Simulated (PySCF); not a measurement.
**Single-point calculation of GaF**

The run: single-point calculation of GaF. Method and program: UHF/cc-pvdz-dk (PySCF 2.14.0).

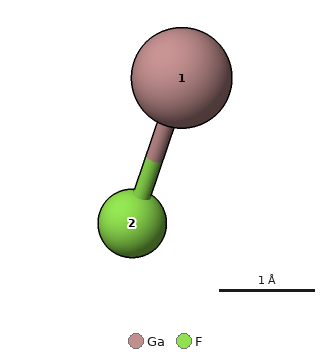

Fig. 1: The structure as given in the input (ball-and-stick view, seen at an oblique angle; atoms are numbered from 1 in the order of the input). Sticks mark near contacts. Bond lengths as drawn: F–Ga 1.82 Å.

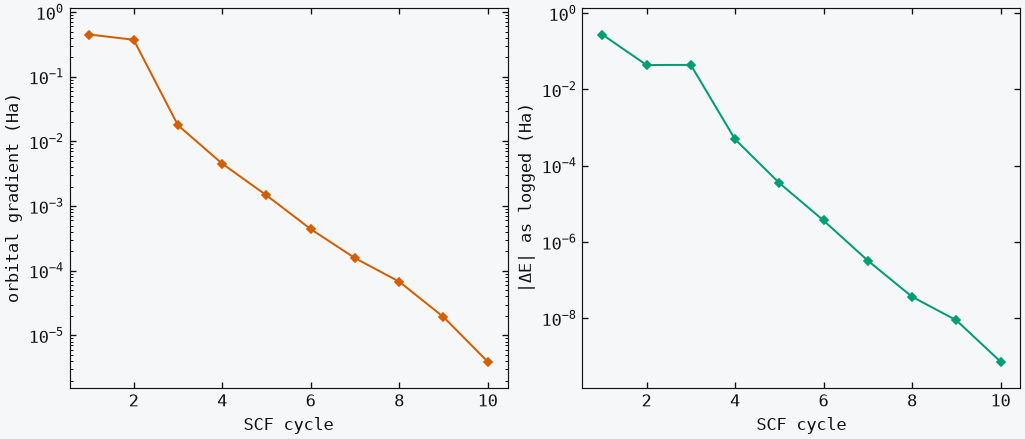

Fig. 2: Convergence of the self-consistent field: orbital gradient and size of the energy change against the SCF cycle. The residual falls at every step.

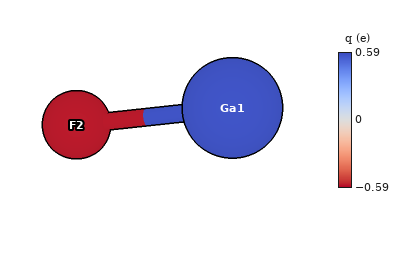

Fig. 3: meta-Löwdin charges, as the colour of each atom (ball-and-stick view, seen at a tilt; atoms are numbered from 1 in the order of the input). By element: Ga +0.56 and F −0.56 e.

The input that produced these results follows, with the program's output.

The input
```python
from pyscf import gto, scf

mol = gto.M(
    atom='Ga 0 0 0; F 0 0 1.82',
    basis='cc-pvdz-dk',
    charge=0,
    spin=0,
    verbose=4,
)
mf = scf.UHF(mol)
mf = mf.sfx2c1e()
field = 0.005  # electric field along z, atomic units
h = mf.get_hcore() + field*mol.intor('int1e_r')[2]
mf.get_hcore = lambda *args: h
e_nuc = mol.energy_nuc() - field*mol.atom_charges() @ mol.atom_coords()[:, 2]
mf.energy_nuc = lambda *args: e_nuc
mf.kernel()
mf.analyze()
print('orbital energies (hartree):', [e[max(0, n-3):n+3].round(4) for e, n in zip(mf.mo_energy, mol.nelec)])
```

Launch command:
```bash
OMP_NUM_THREADS=1 python input.py
```

What the program printed
```
PySCF version 2.14.0

[INPUT] verbose = 4
[INPUT] num. atoms = 2
[INPUT] num. electrons = 40
[INPUT] charge = 0
[INPUT] spin (= nelec alpha-beta = 2S) = 0
[INPUT] symmetry False subgroup None
[INPUT] Mole.unit = angstrom
[INPUT] Symbol           X                Y                Z      unit          X                Y                Z       unit  Magmom
[INPUT]  1 Ga     0.000000000000   0.000000000000   0.000000000000 AA    0.000000000000   0.000000000000   0.000000000000 Bohr   0.0
[INPUT]  2 F      0.000000000000   0.000000000000   1.820000000000 AA    0.000000000000   0.000000000000   3.439301546708 Bohr   0.0

nuclear repulsion = 81.1211218937802
number of shells = 11
number of NR pGTOs = 103
number of NR cGTOs = 41
basis = cc-pvdz-dk
ecp = {}

******** <class 'pyscf.x2c.sfx2c1e.sfX2C1eUHF'> ********
method = sfX2C1eUHF
initial guess = minao
damping factor = 0
level_shift factor = 0
DIIS = <class 'pyscf.scf.diis.CDIIS'>
diis_start_cycle = 1
diis_space = 8
diis_damp = 0
SCF conv_tol = 1e-09
SCF conv_tol_grad = None
SCF max_cycles = 50
direct_scf = True
direct_scf_tol = 1e-13
number electrons alpha = 20  beta = 20

******** <class 'pyscf.x2c.sfx2c1e.SpinFreeX2CHelper'> ********
approx = 1e
xuncontract = 1
Set gradient conv threshold to 3.16228e-05
init E= -2041.33048090898
  alpha nocc = 20  HOMO = -0.345482406667743  LUMO = 0.0104478222818011
  beta  nocc = 20  HOMO = -0.348597830111882  LUMO = 0.0104478222818011
  HOMO = -0.345482406668  LUMO = 0.0104478222818  gap/eV = 9.68535
cycle= 1 E= -2041.60667927489  delta_E= -0.276  |g|= 0.45  |ddm|= 0.588
  alpha nocc = 20  HOMO = -0.330846928526612  LUMO = 0.0361346345433676
  beta  nocc = 20  HOMO = -0.331461196836677  LUMO = 0.0361346345433676
  HOMO = -0.330846928527  LUMO = 0.0361346345434  gap/eV = 9.98608
cycle= 2 E= -2041.65034867126  delta_E= -0.0437  |g|= 0.373  |ddm|= 0.502
  alpha nocc = 20  HOMO = -0.378257026520256  LUMO = 0.0415247735204052
  beta  nocc = 20  HOMO = -0.378400885242078  LUMO = 0.0415247735204052
  HOMO = -0.37825702652  LUMO = 0.0415247735204  gap/eV = 11.42284
cycle= 3 E= -2041.69439111434  delta_E= -0.044  |g|= 0.0178  |ddm|= 0.187
  alpha nocc = 20  HOMO = -0.37627537423471  LUMO = 0.0448515487541966
  beta  nocc = 20  HOMO = -0.376377959760451  LUMO = 0.0448515487541966
  HOMO = -0.376275374235  LUMO = 0.0448515487542  gap/eV = 11.45945
cycle= 4 E= -2041.6948850469  delta_E= -0.000494  |g|= 0.00453  |ddm|= 0.0396
  alpha nocc = 20  HOMO = -0.375793337380071  LUMO = 0.0444368789702092
  beta  nocc = 20  HOMO = -0.375886176056291  LUMO = 0.0444368789702092
  HOMO = -0.37579333738  LUMO = 0.0444368789702  gap/eV = 11.43505
cycle= 5 E= -2041.69492028586  delta_E= -3.52e-05  |g|= 0.00147  |ddm|= 0.0107
  alpha nocc = 20  HOMO = -0.375673566177316  LUMO = 0.0443156487709006
  beta  nocc = 20  HOMO = -0.375736058952098  LUMO = 0.0443156487709006
  HOMO = -0.375673566177  LUMO = 0.0443156487709  gap/eV = 11.42849
cycle= 6 E= -2041.69492394919  delta_E= -3.66e-06  |g|= 0.000441  |ddm|= 0.00318
  alpha nocc = 20  HOMO = -0.37564712570063  LUMO = 0.0443126152783372
  beta  nocc = 20  HOMO = -0.37568173190239  LUMO = 0.0443126152783372
  HOMO = -0.375647125701  LUMO = 0.0443126152783  gap/eV = 11.42769
cycle= 7 E= -2041.69492427407  delta_E= -3.25e-07  |g|= 0.000157  |ddm|= 0.000907
  alpha nocc = 20  HOMO = -0.375620768204695  LUMO = 0.0443317255738663
  beta  nocc = 20  HOMO = -0.375637356145607  LUMO = 0.0443317255738663
  HOMO = -0.375620768205  LUMO = 0.0443317255739  gap/eV = 11.42749
cycle= 8 E= -2041.69492431068  delta_E= -3.66e-08  |g|= 6.79e-05  |ddm|= 0.000261
  alpha nocc = 20  HOMO = -0.375637633931259  LUMO = 0.044328028915613
  beta  nocc = 20  HOMO = -0.375641854986867  LUMO = 0.044328028915613
  HOMO = -0.375637633931  LUMO = 0.0443280289156  gap/eV = 11.42785
cycle= 9 E= -2041.69492431953  delta_E= -8.85e-09  |g|= 1.93e-05  |ddm|= 0.00015
  alpha nocc = 20  HOMO = -0.375640641707512  LUMO = 0.0443274627047113
  beta  nocc = 20  HOMO = -0.375640839983248  LUMO = 0.0443274627047113
  HOMO = -0.375640641708  LUMO = 0.0443274627047  gap/eV = 11.42791
cycle= 10 E= -2041.69492432026  delta_E= -7.26e-10  |g|= 3.93e-06  |ddm|= 5.08e-05
  alpha nocc = 20  HOMO = -0.375640499035117  LUMO = 0.0443276812212318
  beta  nocc = 20  HOMO = -0.375640577627626  LUMO = 0.0443276812212318
  HOMO = -0.375640499035  LUMO = 0.0443276812212  gap/eV = 11.42792
Extra cycle  E= -2041.69492432028  delta_E= -2.46e-11  |g|= 2.49e-06  |ddm|= 5.83e-06
converged SCF energy = -2041.69492432028  <S^2> = 2.1304203e-10  2S+1 = 1
**** SCF Summaries ****
Total Energy =                       -2041.694924320284372
Nuclear Repulsion Energy =              80.966353324178343
One-electron Energy =                -3010.945158941211957
Two-electron Energy =                  888.283881296749200
Two-electron Coulomb Energy =          972.982601184749228
DFT Exchange-Correlation Energy =      -84.698719888000028
HOMO-LUMO gap [eV] =                    11.427916269072448
**** MO energy ****
                             alpha | beta                alpha | beta
MO #1   energy= -383.705604031112  | -383.705604030068  occ= 1 | 1
MO #2   energy= -49.3016633617694  | -49.3016634140896  occ= 1 | 1
MO #3   energy= -42.7610899178832  | -42.7610899294161  occ= 1 | 1
MO #4   energy= -42.7610899178796  | -42.7610899294126  occ= 1 | 1
MO #5   energy= -42.7596776985954  | -42.7596776853774  occ= 1 | 1
MO #6   energy= -26.2256854849606  | -26.225686151836   occ= 1 | 1
MO #7   energy= -6.5974255150512   | -6.5974256052219   occ= 1 | 1
MO #8   energy= -4.54496510384644  | -4.54496521889168  occ= 1 | 1
MO #9   energy= -4.54496510384047  | -4.54496521888568  occ= 1 | 1
MO #10  energy= -4.5400735746278   | -4.54007336578568  occ= 1 | 1
MO #11  energy= -1.47390631821983  | -1.47390811569908  occ= 1 | 1
MO #12  energy= -1.18341253313176  | -1.1834126181239   occ= 1 | 1
MO #13  energy= -1.18341253311824  | -1.18341261811037  occ= 1 | 1
MO #14  energy= -1.17853718338466  | -1.17853717528035  occ= 1 | 1
MO #15  energy= -1.17853718337307  | -1.17853717526876  occ= 1 | 1
MO #16  energy= -1.1746651957109   | -1.1746653857773   occ= 1 | 1
MO #17  energy= -0.605418810140291 | -0.605422084741281 occ= 1 | 1
MO #18  energy= -0.546464148949605 | -0.546464389616981 occ= 1 | 1
MO #19  energy= -0.54646414893412  | -0.546464389601496 occ= 1 | 1
MO #20  energy= -0.375640499035117 | -0.375640577627626 occ= 1 | 1
MO #21  energy= 0.0443280493859452 | 0.0443276812212318 occ= 0 | 0
MO #22  energy= 0.0443280493950112 | 0.0443276812302988 occ= 0 | 0
MO #23  energy= 0.133673827603418  | 0.133673632214931  occ= 0 | 0
MO #24  energy= 0.29310195999238   | 0.293102245369223  occ= 0 | 0
MO #25  energy= 0.376459051807804  | 0.376458729613554  occ= 0 | 0
MO #26  energy= 0.376459051811805  | 0.376458729617555  occ= 0 | 0
MO #27  energy= 0.456226238529678  | 0.456226950231483  occ= 0 | 0
MO #28  energy= 0.477253307956406  | 0.477252919713633  occ= 0 | 0
MO #29  energy= 0.477253307966798  | 0.477252919724023  occ= 0 | 0
MO #30  energy= 0.538936142940742  | 0.538936847872819  occ= 0 | 0
MO #31  energy= 0.538936142941976  | 0.538936847874053  occ= 0 | 0
MO #32  energy= 0.677464246783411  | 0.677464059082475  occ= 0 | 0
MO #33  energy= 1.64078430394083   | 1.64078407401365   occ= 0 | 0
MO #34  energy= 1.64078430395426   | 1.64078407402707   occ= 0 | 0
MO #35  energy= 1.69068753795127   | 1.69068563037631   occ= 0 | 0
MO #36  energy= 2.51445996106798   | 2.51445883630028   occ= 0 | 0
MO #37  energy= 4.07870762525916   | 4.07870751767762   occ= 0 | 0
MO #38  energy= 4.07870762526095   | 4.07870751767939   occ= 0 | 0
MO #39  energy= 4.0950459062594    | 4.09504469092222   occ= 0 | 0
MO #40  energy= 4.09504590626702   | 4.09504469092985   occ= 0 | 0
MO #41  energy= 4.15448644478442   | 4.15448499902327   occ= 0 | 0

To work with the spin densities directly, `use mulliken_meta_spin()` only printing them here.

 ** Mulliken spin pop alpha/beta on meta-lowdin orthogonal AOs **
 ** Mulliken Spin Density (per AO)  **
spin_pop of  0 Ga 1s       -0.00000
spin_pop of  0 Ga 2s       -0.00000
spin_pop of  0 Ga 3s       -0.00000
spin_pop of  0 Ga 4s       -0.00000
spin_pop of  0 Ga 5s        0.00000
spin_pop of  0 Ga 2px      -0.00000
spin_pop of  0 Ga 2py      -0.00000
spin_pop of  0 Ga 2pz       0.00000
spin_pop of  0 Ga 3px       0.00000
spin_pop of  0 Ga 3py       0.00000
spin_pop of  0 Ga 3pz       0.00000
spin_pop of  0 Ga 4px      -0.00000
spin_pop of  0 Ga 4py      -0.00000
spin_pop of  0 Ga 4pz       0.00001
spin_pop of  0 Ga 5px      -0.00000
spin_pop of  0 Ga 5py      -0.00000
spin_pop of  0 Ga 5pz       0.00000
spin_pop of  0 Ga 3dxy      0.00000
spin_pop of  0 Ga 3dyz     -0.00000
spin_pop of  0 Ga 3dz^2    -0.00000
spin_pop of  0 Ga 3dxz     -0.00000
spin_pop of  0 Ga 3dx2-y2    0.00000
spin_pop of  0 Ga 4dxy     -0.00000
spin_pop of  0 Ga 4dyz      0.00000
spin_pop of  0 Ga 4dz^2    -0.00000
spin_pop of  0 Ga 4dxz      0.00000
spin_pop of  0 Ga 4dx2-y2   -0.00000
spin_pop of  1 F 1s        0.00000
spin_pop of  1 F 2s       -0.00000
spin_pop of  1 F 3s       -0.00000
spin_pop of  1 F 2px       0.00000
spin_pop of  1 F 2py       0.00000
spin_pop of  1 F 2pz      -0.00000
spin_pop of  1 F 3px       0.00000
spin_pop of  1 F 3py       0.00000
spin_pop of  1 F 3pz       0.00000
spin_pop of  1 F 3dxy     -0.00000
spin_pop of  1 F 3dyz     -0.00000
spin_pop of  1 F 3dz^2    -0.00000
spin_pop of  1 F 3dxz     -0.00000
spin_pop of  1 F 3dx2-y2   -0.00000
 ** Mulliken Spin Density (per atom)  **
spin density of  0 Ga =      0.00001
spin density of  1 F =     -0.00001
 ** Mulliken pop alpha/beta on meta-lowdin orthogonal AOs **
 ** Mulliken pop       alpha | beta **
pop of  0 Ga 1s        1.00000 | 1.00000
pop of  0 Ga 2s        0.99999 | 0.99999
pop of  0 Ga 3s        0.99961 | 0.99961
pop of  0 Ga 4s        0.92290 | 0.92290
pop of  0 Ga 5s        0.00536 | 0.00536
pop of  0 Ga 2px       1.00000 | 1.00000
pop of  0 Ga 2py       1.00000 | 1.00000
pop of  0 Ga 2pz       1.00000 | 1.00000
pop of  0 Ga 3px       0.99998 | 0.99998
pop of  0 Ga 3py       0.99998 | 0.99998
pop of  0 Ga 3pz       0.99999 | 0.99999
pop of  0 Ga 4px       0.03552 | 0.03552
pop of  0 Ga 4py       0.03552 | 0.03552
pop of  0 Ga 4pz       0.20821 | 0.20820
pop of  0 Ga 5px       0.00001 | 0.00001
pop of  0 Ga 5py       0.00001 | 0.00001
pop of  0 Ga 5pz       0.00449 | 0.00449
pop of  0 Ga 3dxy      1.00000 | 1.00000
pop of  0 Ga 3dyz      0.99997 | 0.99997
pop of  0 Ga 3dz^2     0.99943 | 0.99943
pop of  0 Ga 3dxz      0.99997 | 0.99997
pop of  0 Ga 3dx2-y2    1.00000 | 1.00000
pop of  0 Ga 4dxy      0.00000 | 0.00000
pop of  0 Ga 4dyz      0.00310 | 0.00310
pop of  0 Ga 4dz^2     0.00131 | 0.00131
pop of  0 Ga 4dxz      0.00310 | 0.00310
pop of  0 Ga 4dx2-y2    0.00000 | 0.00000
pop of  1 F 1s        1.00000 | 1.00000
pop of  1 F 2s        0.93821 | 0.93821
pop of  1 F 3s        0.00027 | 0.00027
pop of  1 F 2px       0.96037 | 0.96037
pop of  1 F 2py       0.96037 | 0.96037
pop of  1 F 2pz       0.91828 | 0.91829
pop of  1 F 3px       0.00088 | 0.00088
pop of  1 F 3py       0.00088 | 0.00088
pop of  1 F 3pz       0.00160 | 0.00160
pop of  1 F 3dxy      0.00000 | 0.00000
pop of  1 F 3dyz      0.00017 | 0.00017
pop of  1 F 3dz^2     0.00035 | 0.00035
pop of  1 F 3dxz      0.00017 | 0.00017
pop of  1 F 3dx2-y2    0.00000 | 0.00000
In total            20.00000 | 20.00000
 ** Mulliken atomic charges   ( Nelec_alpha | Nelec_beta ) **
charge of  0Ga =      0.56313  (    15.21844     15.21843 )
charge of  1F =     -0.56313  (     4.78156      4.78157 )
Dipole moment(X, Y, Z, Debye): -0.00000, -0.00000, -2.24208
orbital energies (hartree): [array([-0.5465, -0.5465, -0.3756,  0.0443,  0.0443,  0.1337]), array([-0.5465, -0.5465, -0.3756,  0.0443,  0.0443,  0.1337])]
```

Key numbers

| quantity | value |
| --- | --- |
| outcome | converged |
| SCF energy | −2041.694924 hartree |
| dipole moment | 2.24 D |
| hardware | 1 CPU thread, shared host |
| wall time | 0.75 s |
